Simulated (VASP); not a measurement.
Band structure of TaSi (relaxed from the NbAs structure, space group I4_1md). All values below come from PBEsol GGA, VASP's PBE PAW potentials (set 64) (plane waves; VASP 6.6.1).

Unless said otherwise, spin-orbit coupling is left out, though it shifts the bands of the heavy elements here.

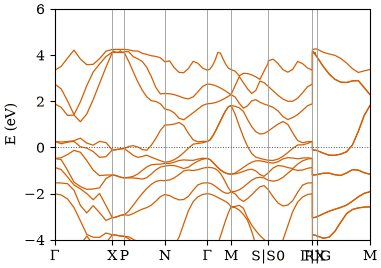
*Bands along high-symmetry lines, zero at the valence-band maximum or, without a gap, the Fermi level*

**Question.** Read the plot: is there a gap, and where are the band edges?

**Answer.** It has no gap at this level: it comes out as a metal or semimetal. (Edges off the drawn lines would not show.)

The structure was generated: TaSi was put into the NbAs type (I4_1md), which need not be its known phase. It was relaxed first.
